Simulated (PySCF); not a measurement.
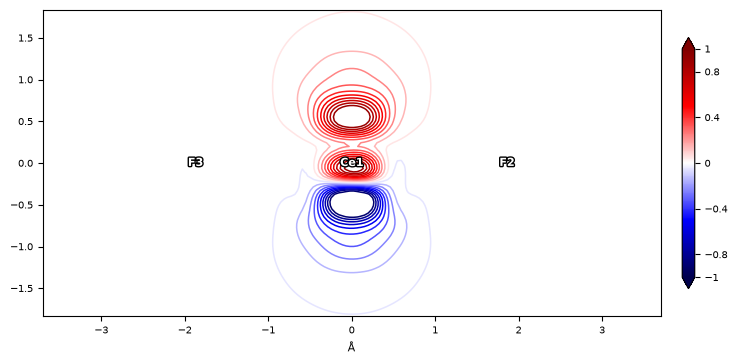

The picture shows: CeF₂ (charge +2). The LUMO on a plane that holds the molecular axis (values in Å⁻³ᐟ²; the overall sign is arbitrary).

Theory: RKS PBE0, Ce def2-SVP with ECP28, F def2-SVP; non-relativistic Hamiltonian with scalar-relativistic core potentials where named; density fitting in PySCF.

Input file:

```
mol = gto.M(atom='''
Ce     0.00000     0.00000     0.37943
F      1.86560    -0.00000     0.38029
F     -1.86560     0.00000     0.38029''',
    basis={'Ce': 'def2-SVP', 'F': 'def2-SVP'},
    ecp={'Ce': 'def2-SVP'},
    charge=2, spin=0)
mf = dft.RKS(mol, xc='PBE0')
mf.grids.atom_grid = (75, 302)  # f atoms: at least (60, 302), unpruned
mf = mf.density_fit()  # Ce def2-universal-JKFIT, F def2-universal-JKFIT
mf.conv_tol = 1e-09; mf.max_cycle = 55
mf.kernel(dm0)
```

Command:

```sh
OMP_NUM_THREADS=2 python run.py
```

Question: Describe this orbital and give its energy.

Answer: By Hirshfeld shares it lies mainly on Ce1 (about 100 %); it is ungerade (odd under inversion). It is one of a degenerate set, so its orientation is arbitrary. Its energy is −18.14 eV.
